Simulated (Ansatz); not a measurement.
Geometry relaxation, with input and output: CH2O (part 2 of 2)

Continued. System: CH2O (disordered cell, 32 atoms in the cell). Method: DFT PBE-D3(BJ), scalar-relativistic, plane waves, PAW, no spin polarisation (Ansatz 0.2.0); cutoff 420 eV, 1×1×1 k-mesh, Fermi–Dirac smearing of 0.02 eV. It belongs to a series of runs on one base structure; here: start relaxed.

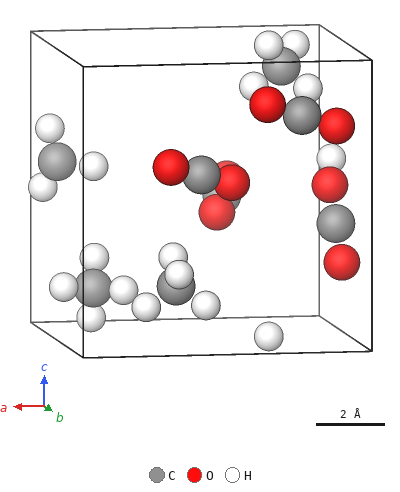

*The geometry at step 7 of the log (spheres-only view of the cell of the calculation, seen at an oblique angle; bonded neighbours outside the cell are drawn too).*

### Output, continued
```
--- Relaxed structure (12 steps of the walk, 12 accepted, 0 SCFs on fresh bases) ---
  F+E_penalty+E_count = -6803.15983021 eV   max|allowed force component| = 2.094e-1 eV/Å
  atoms:
    - { symbol: C, position: [0.5379245184430398, 0.7663994878887401, 0.5799714536721092] }
    - { symbol: O, position: [0.4268298898302027, 0.692479081808055, 0.5667332995254696] }
    - { symbol: O, position: [0.6492930182637362, 0.8395281164742705, 0.592971274005572] }
    - { symbol: C, position: [0.3666996871100521, 0.19032872068097637, 0.45567284250907253] }
    - { symbol: O, position: [0.3461217224293773, 0.07003801360617005, 0.5109629333450032] }
    - { symbol: O, position: [0.38747950573660206, 0.31028545541874053, 0.400203910588417] }
    - { symbol: C, position: [0.21854502802349185, 0.8586954555731147, 0.8197100865965131] }
    - { symbol: O, position: [0.09849783917459946, 0.8336046185096707, 0.7666966211213797] }
    - { symbol: O, position: [0.33858507438616764, 0.8844489694170019, 0.8731729701006568] }
    - { symbol: C, position: [0.07429862377850285, 0.6153167247165683, 0.39195976063343135] }
    - { symbol: O, position: [0.06847284448107897, 0.5498541549638503, 0.5085602478358083] }
    - { symbol: O, position: [0.07957891807251911, 0.68043723087927, 0.2749790215690568] }
    - { symbol: C, position: [0.6210188071033627, 0.6982732117841456, 0.19393533274641633] }
    - { symbol: H, position: [0.7253349493198107, 0.6749032277419683, 0.1288949897964972] }
    - { symbol: H, position: [0.6017543902015577, 0.6060726892987607, 0.27651322881743984] }
    - { symbol: H, position: [0.5233149397454971, 0.7051281724223547, 0.1159709571374457] }
    - { symbol: H, position: [0.634009597926489, 0.8073548091556016, 0.25397205591317523] }
    - { symbol: C, position: [0.8306849361559218, 0.2867893408896978, 0.14471843108703175] }
    - { symbol: H, position: [0.9320068639573627, 0.35989436995404767, 0.15363073105155958] }
    - { symbol: H, position: [0.8366245228744638, 0.22037122328555142, 0.038834701936131255] }
    - { symbol: H, position: [0.7280938942352092, 0.35848107210471264, 0.14326857054792722] }
    - { symbol: H, position: [0.8264214491619182, 0.20911721571060102, 0.24274558211855282] }
    - { symbol: C, position: [0.21999678743145037, 0.4479281847555836, 0.9093149535303373] }
    - { symbol: H, position: [0.2608389497676959, 0.5266595160721342, 0.9977939569009969] }
    - { symbol: H, position: [0.16584930814633655, 0.3490592019403842, 0.9638220016947636] }
    - { symbol: H, position: [0.31676185807109125, 0.4095759681664713, 0.8396334116258297] }
    - { symbol: H, position: [0.136418802863525, 0.5056856170244984, 0.8362967439541857] }
    - { symbol: C, position: [0.9344586703317522, 0.1605778874307418, 0.5769497085448092] }
    - { symbol: H, position: [0.9348939192482815, 0.09405843240396353, 0.682843885417191] }
    - { symbol: H, position: [0.976382451784128, 0.08869016281617023, 0.4834470445253231] }
    - { symbol: H, position: [1.0075938719356403, 0.2613491828944226, 0.5893355697037477] }
    - { symbol: H, position: [0.8175496600091366, 0.1975237842117612, 0.5516366214481502] }
```

### Trajectory as extended XYZ (Å, eV, eV/Å), 7 of the 12 frames kept, from step=1 to step=12
```
32
Lattice="8.7538 0.0000 0.0000 0.0000 8.7538 0.0000 0.0000 0.0000 8.7538" Properties=species:S:1:pos:R:3:forces:R:3 step=1 energy=-6801.73287
C     5.1220    6.8977    4.9278   -0.3674   0.0836   0.3825
O     4.3160    6.5329    4.1490   -0.1709   0.7459   2.0113
O     5.9281    7.2624    5.7065   -0.4087  -0.2642  -0.6520
C     3.1870    1.5282    3.8061    0.0543   0.0708  -0.0355
O     2.5709    0.5880    4.1605    0.5339   0.6364  -0.2879
O     3.8032    2.4685    3.4518   -0.4541  -0.6681   0.2622
C     1.7612    7.6873    6.4585   -0.3803  -0.1414  -0.2130
O     0.7460    7.5602    5.8734    1.2411   0.2286   1.1300
O     2.7764    7.8145    7.0436   -0.4801  -0.0676  -0.3011
C     0.1093    5.3156    3.4987    0.0878   0.0381   0.0766
O     0.4770    5.5823    4.5863   -0.3505  -0.8699  -1.1241
O    -0.2583    5.0488    2.4111    0.5042   0.7703   1.0197
C     5.3719    5.9693    2.0435    0.6323  -0.3128  -0.7364
H     6.2594    5.7011    1.4709    0.0711   0.0105  -0.2400
H     5.2965    5.3255    2.9194    0.1790  -0.2390  -0.4274
H     4.4862    5.8417    1.4217   -0.1821  -0.0002  -0.0769
H     5.4455    7.0088    2.3619    0.1079   0.0529  -0.2604
C     7.5391    2.7962    1.3128   -0.0907  -0.3122  -0.1716
H     8.5450    3.2150    1.3258   -0.1735  -0.1527   0.0020
H     7.3778    2.2677    0.3737   -0.0645  -0.1689  -0.1700
H     6.8097    3.6002    1.4070   -0.0523   0.0161  -0.0195
H     7.4239    2.1020    2.1447   -0.0458  -0.1499   0.1633
C     1.6996    3.8443    8.1969    0.0698  -0.0196  -0.0322
H     2.3165    4.4663    8.8449    0.1319   0.1137   0.1155
H     1.0566    3.2104    8.8068    0.0255  -0.0483  -0.0610
H     2.3407    3.2201    7.5750    0.1406  -0.0989  -0.1198
H     1.0847    4.4805    7.5609   -0.1415   0.0986  -0.1127
C     8.3834    1.2476    5.0083   -0.1564   0.2335   0.0411
H     8.6771    0.7330    5.9228   -0.1576   0.1865  -0.0613
H     8.5517    0.5935    4.1533    0.0315  -0.0960  -0.0667
H     8.9775    2.1540    4.8948    0.0658   0.2247  -0.0431
H     7.3272    1.5101    5.0624   -0.1991   0.0995   0.0079
32
Lattice="8.7538 0.0000 0.0000 0.0000 8.7538 0.0000 0.0000 0.0000 8.7538" Properties=species:S:1:pos:R:3:forces:R:3 step=3 energy=-6802.63443
C     5.0389    6.9345    5.0644    0.1015   0.0662   0.2415
O     4.0847    6.6084    4.4558    0.4972   0.2397   0.6315
O     5.9975    7.2612    5.6708   -0.7726  -0.2739  -0.5700
C     3.2104    1.5412    3.7955   -0.0128  -0.0095  -0.0014
O     2.6228    0.5949    4.1406   -0.1791  -0.3632   0.1174
O     3.7986    2.4860    3.4508    0.2549   0.4254  -0.1482
C     1.8178    7.6651    6.5475    0.4728   0.0100   0.2407
O     0.7827    7.5244    6.0450   -0.6233  -0.1100  -0.1115
O     2.8589    7.8096    7.0598    0.3245   0.0575   0.1871
C     0.1597    5.3099    3.5020    0.0374   0.0253  -0.0029
O     0.4931    5.3585    4.6263   -0.1490  -0.3275  -0.5236
O    -0.1732    5.2598    2.3763    0.2698   0.2607   0.5134
C     5.4078    5.9527    1.9532   -0.1591   0.0633   0.0088
H     6.2768    5.7175    1.3414    0.0343  -0.0036  -0.1781
H     5.3627    5.2729    2.8089    0.0672  -0.0370  -0.0462
H     4.4773    5.8452    1.3835    0.0765  -0.0092  -0.0708
H     5.4768    6.9873    2.3082    0.0601  -0.0359  -0.0602
C     7.4886    2.7174    1.3046   -0.0769  -0.0531   0.0619
H     8.4885    3.1485    1.3361    0.0275  -0.0553  -0.0128
H     7.3454    2.1890    0.3577   -0.0412  -0.0842   0.0063
H     6.7687    3.5362    1.3897   -0.0606  -0.0876  -0.0300
H     7.3719    2.0359    2.1537   -0.0731  -0.0732  -0.0423
C     1.7345    3.8539    8.1658    0.0324   0.0371  -0.0415
H     2.3401    4.4797    8.8323    0.0028  -0.0130  -0.0427
H     1.1010    3.1959    8.7642    0.0321  -0.0219  -0.0203
H     2.3879    3.2417    7.5348    0.0343   0.0548  -0.0320
H     1.0938    4.4866    7.5397    0.0493  -0.0208  -0.0050
C     8.3365    1.3179    4.9915   -0.0086   0.0340  -0.0731
H     8.6115    0.8151    5.9182   -0.0576   0.0813   0.0505
H     8.5281    0.6300    4.1591   -0.0480   0.0797   0.0369
H     8.9449    2.2210    4.8732   -0.0710   0.0590  -0.0245
H     7.2744    1.5756    5.0300   -0.0417   0.0849  -0.0589
32
Lattice="8.7538 0.0000 0.0000 0.0000 8.7538 0.0000 0.0000 0.0000 8.7538" Properties=species:S:1:pos:R:3:forces:R:3 step=5 energy=-6802.95178
C     4.8962    6.7621    5.1370    0.0877   0.0471   0.1072
O     3.9214    6.3887    4.5988    0.2792   0.1028   0.2835
O     5.8753    7.1340    5.6709   -0.4314  -0.1670  -0.2944
C     3.2025    1.6167    3.8270    0.0034   0.0235  -0.0037
O     2.7482    0.5871    4.1521    0.0501   0.0467  -0.0155
O     3.6581    2.6449    3.5020   -0.0308  -0.0442   0.0171
C     1.8833    7.6673    6.7805    0.1812   0.0152   0.1017
O     0.8086    7.4386    6.3898   -0.1284  -0.0253   0.0367
O     2.9599    7.9000    7.1826   -0.0133   0.0026   0.0066
C     0.3322    5.3361    3.4456    0.0388   0.0195   0.0204
O     0.6183    5.2658    4.5808   -0.0928  -0.1160  -0.3543
O     0.0467    5.4037    2.3091    0.1382   0.0857   0.3189
C     5.4266    6.0070    1.8652   -0.0942   0.0459   0.0263
H     6.2875    5.8196    1.2198    0.0179   0.0094  -0.0604
H     5.4119    5.2817    2.6854    0.0325  -0.0180  -0.0371
H     4.4942    5.9115    1.2967    0.0426   0.0027  -0.0234
H     5.4888    7.0228    2.2739    0.0299  -0.0257  -0.0391
C     7.4105    2.6225    1.3237   -0.0318  -0.0169   0.0349
H     8.4075    3.0615    1.4157   -0.0017  -0.0344  -0.0105
H     7.3256    2.1011    0.3642   -0.0130  -0.0250   0.0233
H     6.6715    3.4288    1.3722   -0.0182  -0.0472  -0.0152
H     7.2452    1.9225    2.1502   -0.0258  -0.0196  -0.0425
C     1.7896    3.8760    8.0920    0.0121   0.0065  -0.0236
H     2.3421    4.5190    8.7872   -0.0028  -0.0133  -0.0178
H     1.1927    3.1565    8.6606    0.0206  -0.0024  -0.0086
H     2.4951    3.3350    7.4508    0.0022   0.0382  -0.0046
H     1.1198    4.4856    7.4749    0.0277  -0.0095  -0.0072
C     8.2896    1.3782    4.9733    0.0289   0.0058  -0.0318
H     8.5089    0.8252    5.8899   -0.0305   0.0266   0.0041
H     8.5152    0.7379    4.1123   -0.0230   0.0392   0.0353
H     8.9062    2.2839    4.9328   -0.0433   0.0105  -0.0014
H     7.2299    1.6528    4.9637   -0.0133   0.0363  -0.0262
32
Lattice="8.7538 0.0000 0.0000 0.0000 8.7538 0.0000 0.0000 0.0000 8.7538" Properties=species:S:1:pos:R:3:forces:R:3 step=7 energy=-6803.08427
C     4.7939    6.6813    5.1591   -0.0283  -0.0248  -0.0239
O     3.7804    6.1659    4.8426    0.7709   0.3753   0.2613
O     5.8104    7.1905    5.4699   -0.7594  -0.3641  -0.2555
C     3.2581    1.6673    3.8951    0.0071   0.0319  -0.0026
O     2.9164    0.6068    4.2608    0.0623   0.1327  -0.0384
O     3.6015    2.7259    3.5290   -0.0625  -0.1600   0.0538
C     1.9121    7.6228    6.9977   -0.0867  -0.0291  -0.0024
O     0.8236    7.4111    6.6311   -0.0714  -0.0205  -0.0222
O     2.9991    7.8383    7.3733    0.1584   0.0391   0.0693
C     0.4674    5.3217    3.4358    0.0155  -0.0034   0.0176
O     0.5860    4.9808    4.5614   -0.1290   0.3180  -1.1606
O     0.3467    5.6575    2.3078    0.1427  -0.3092   1.1412
C     5.4516    6.0672    1.7566   -0.0093   0.0016  -0.0202
H     6.3248    5.8930    1.1203    0.0134  -0.0003  -0.0055
H     5.3992    5.2922    2.5286   -0.0029  -0.0096  -0.0002
H     4.5403    6.0330    1.1497    0.0010   0.0126   0.0041
H     5.5406    7.0538    2.2244   -0.0046   0.0115   0.0020
C     7.3160    2.5142    1.3063   -0.0209  -0.0085  -0.0192
H     8.2971    2.9884    1.4152   -0.0105   0.0066   0.0081
H     7.2796    1.9715    0.3557   -0.0029   0.0022  -0.0043
H     6.5385    3.2854    1.3169    0.0125  -0.0151  -0.0042
H     7.1516    1.8156    2.1326    0.0012  -0.0084   0.0145
C     1.8625    3.9069    8.0243    0.0181  -0.0075  -0.0072
H     2.3644    4.5625    8.7443    0.0034   0.0067   0.0095
H     1.3104    3.1318    8.5664    0.0085   0.0028  -0.0152
H     2.6104    3.4383    7.3748   -0.0039   0.0089   0.0000
H     1.1639    4.4904    7.4158   -0.0052  -0.0032  -0.0077
C     8.2150    1.4525    4.9970   -0.0495   0.0041   0.0048
H     8.3345    0.9010    5.9356   -0.0159   0.0116  -0.0415
H     8.5334    0.8170    4.1623   -0.0066   0.0150   0.0370
H     8.8202    2.3654    5.0232   -0.0086  -0.0041   0.0021
H     7.1594    1.7238    4.8670    0.0632  -0.0128   0.0056
32
Lattice="8.7538 0.0000 0.0000 0.0000 8.7538 0.0000 0.0000 0.0000 8.7538" Properties=species:S:1:pos:R:3:forces:R:3 step=8 energy=-6803.13662
C     4.7396    6.6816    5.1311    0.0168   0.0042  -0.0048
O     3.7525    6.0885    4.9182   -0.0134  -0.0068   0.0122
O     5.7298    7.2681    5.3405   -0.0143   0.0073  -0.0192
C     3.2625    1.6639    3.9341   -0.0026  -0.0044   0.0028
O     2.9965    0.6019    4.3509    0.0151   0.0190   0.0019
O     3.5301    2.7232    3.5160   -0.0145  -0.0159   0.0071
C     1.9208    7.5876    7.0744   -0.0162  -0.0061   0.0063
O     0.8471    7.3670    6.6682    0.0109  -0.0033   0.0053
O     2.9941    7.8134    7.4867    0.0021  -0.0046   0.0092
C     0.5356    5.3399    3.4337    0.0098   0.0018   0.0199
O     0.5801    4.8923    4.5142   -0.0074   0.0048  -0.0682
O     0.4874    5.7835    2.3507    0.0196   0.0003   0.0466
C     5.4469    6.0883    1.7375    0.0091   0.0057  -0.0040
H     6.3378    5.9051    1.1274   -0.0047   0.0013   0.0015
H     5.3535    5.3012    2.4942   -0.0076   0.0004  -0.0087
H     4.5560    6.0859    1.1004    0.0013   0.0025  -0.0029
H     5.5422    7.0651    2.2248   -0.0006   0.0000   0.0013
C     7.2920    2.5117    1.2879    0.0047  -0.0073   0.0066
H     8.2359    3.0585    1.3878   -0.0037   0.0074  -0.0044
H     7.2982    1.9453    0.3506   -0.0004  -0.0001  -0.0053
H     6.4612    3.2244    1.2789   -0.0081  -0.0016  -0.0038
H     7.1771    1.8241    2.1320   -0.0012  -0.0047   0.0020
C     1.8895    3.9134    7.9907    0.0035   0.0008  -0.0048
H     2.3336    4.5933    8.7266   -0.0027  -0.0013  -0.0045
H     1.3690    3.1051    8.5157    0.0050  -0.0017  -0.0075
H     2.6791    3.4911    7.3593    0.0039   0.0084   0.0034
H     1.1746    4.4574    7.3644    0.0038  -0.0021   0.0029
C     8.1997    1.4395    5.0173    0.0016   0.0029   0.0002
H     8.2758    0.8792    5.9538   -0.0063  -0.0060   0.0033
H     8.5298    0.8013    4.1906    0.0042  -0.0038   0.0018
H     8.8233    2.3382    5.0675    0.0048   0.0018   0.0069
H     7.1578    1.7350    4.8546   -0.0126   0.0014  -0.0028
32
Lattice="8.7538 0.0000 0.0000 0.0000 8.7538 0.0000 0.0000 0.0000 8.7538" Properties=species:S:1:pos:R:3:forces:R:3 step=10 energy=-6803.14098
C     4.6976    6.7118    5.1059    0.0301   0.0043  -0.0004
O     3.7246    6.0521    5.0199    0.5941   0.4028   0.0401
O     5.6732    7.3644    5.1903   -0.6155  -0.4090  -0.0549
C     3.2537    1.6523    3.9721   -0.0076  -0.0167  -0.0008
O     3.0832    0.5934    4.4574    0.0783   0.5490  -0.2396
O     3.4260    2.7080    3.4848   -0.0930  -0.5260   0.2468
C     1.9195    7.5433    7.1242    0.0355   0.0089   0.0137
O     0.8610    7.3354    6.6698    0.1271   0.0161   0.0592
O     2.9784    7.7573    7.5819   -0.1663  -0.0343  -0.0508
C     0.5984    5.3613    3.4322    0.0019   0.0022   0.0150
O     0.5653    4.8066    4.4682    0.0158   0.2754  -0.5367
O     0.6262    5.9132    2.3932    0.0034  -0.2650   0.5213
C     5.4436    6.1038    1.7179   -0.0274  -0.0015  -0.0013
H     6.3503    5.9106    1.1340   -0.0165  -0.0059   0.0028
H     5.3051    5.3021    2.4543   -0.0005   0.0332  -0.0340
H     4.5739    6.1387    1.0504    0.0449  -0.0018   0.0245
H     5.5484    7.0678    2.2293   -0.0059  -0.0196  -0.0047
C     7.2771    2.5139    1.2729    0.0081   0.0746   0.0287
H     8.1843    3.1294    1.3581   -0.1064  -0.0681  -0.0218
H     7.3180    1.9302    0.3458    0.0055   0.0304   0.0227
H     6.3952    3.1691    1.2546    0.0931  -0.0808   0.0061
H     7.2152    1.8337    2.1311   -0.0022   0.0458  -0.0410
C     1.9127    3.9183    7.9685    0.0289  -0.0182   0.0068
H     2.3015    4.6126    8.7247   -0.0223  -0.0440  -0.0410
H     1.4207    3.0757    8.4696    0.0306   0.0356  -0.0187
H     2.7414    3.5454    7.3525   -0.0509   0.0367   0.0418
H     1.1856    4.4321    7.3298    0.0215  -0.0090   0.0065
C     8.1883    1.4196    5.0383   -0.0157  -0.0020   0.0203
H     8.2267    0.8450    5.9702   -0.0074   0.0203  -0.0342
H     8.5350    0.7857    4.2142   -0.0037   0.0043   0.0106
H     8.8237    2.3086    5.1184   -0.0164  -0.0249   0.0062
H     7.1549    1.7324    4.8460    0.0392  -0.0128   0.0065
32
Lattice="8.7538 0.0000 0.0000 0.0000 8.7538 0.0000 0.0000 0.0000 8.7538" Properties=species:S:1:pos:R:3:forces:R:3 step=12 energy=-6803.15983
C     4.7089    6.7089    5.0770    0.0068  -0.0020  -0.0034
O     3.7364    6.0618    4.9611    0.1939   0.1430   0.0350
O     5.6838    7.3491    5.1908   -0.2094  -0.1273  -0.0271
C     3.2100    1.6661    3.9889   -0.0085  -0.0098   0.0007
O     3.0299    0.6131    4.4729    0.0269   0.1490  -0.0568
O     3.3919    2.7162    3.5033   -0.0306  -0.1393   0.0654
C     1.9131    7.5169    7.1756    0.0155   0.0074   0.0084
O     0.8622    7.2972    6.7115    0.0394   0.0071   0.0181
O     2.9639    7.7423    7.6436   -0.0560  -0.0247  -0.0285
C     0.6504    5.3864    3.4311    0.0105  -0.0006   0.0156
O     0.5994    4.8133    4.4518    0.0023   0.0910  -0.1920
O     0.6966    5.9564    2.4071    0.0060  -0.0872   0.1772
C     5.4363    6.1126    1.6977   -0.0100  -0.0076   0.0002
H     6.3495    5.9080    1.1283   -0.0090  -0.0038  -0.0005
H     5.2676    5.3055    2.4205   -0.0001   0.0153  -0.0176
H     4.5810    6.1726    1.0152    0.0201   0.0042   0.0066
H     5.5500    7.0674    2.2232   -0.0030  -0.0049  -0.0038
C     7.2717    2.5105    1.2668    0.0053   0.0156   0.0121
H     8.1586    3.1505    1.3449   -0.0193  -0.0131  -0.0084
H     7.3237    1.9291    0.3400    0.0030   0.0069  -0.0012
H     6.3736    3.1381    1.2541    0.0118  -0.0195   0.0025
H     7.2343    1.8306    2.1250    0.0005   0.0150  -0.0106
C     1.9258    3.9211    7.9600    0.0094  -0.0107   0.0048
H     2.2833    4.6103    8.7345   -0.0099  -0.0205  -0.0149
H     1.4518    3.0556    8.4371    0.0174   0.0157  -0.0077
H     2.7729    3.5854    7.3500   -0.0195   0.0166   0.0175
H     1.1942    4.4267    7.3208    0.0083  -0.0038  -0.0012
C     8.1801    1.4057    5.0505   -0.0080  -0.0010   0.0080
H     8.1839    0.8234    5.9775   -0.0016   0.0011  -0.0112
H     8.5471    0.7764    4.2320    0.0000  -0.0004   0.0066
H     8.8203    2.2878    5.1589   -0.0078  -0.0086   0.0044
H     7.1567    1.7291    4.8289    0.0154  -0.0030   0.0018
```

### Key numbers

| quantity | value |
| --- | --- |
| outcome | converged |
| electrons treated | 96 |
| free energy | −6803.1598 eV |
| Fermi energy | −2.762 eV |
| final volume | 670.80 Å³ |
| largest force (length of the vector) at the end | 0.247 eV/Å |
| hardware | 1 thread of Arm Neoverse V1, 24 GiB of memory available, shared host |
| wall time | 51 s |
| peak memory | 0.52 GiB |

The input asks for low accuracy. The k-point mesh is coarse for a cell of this size, so the results may not be converged.
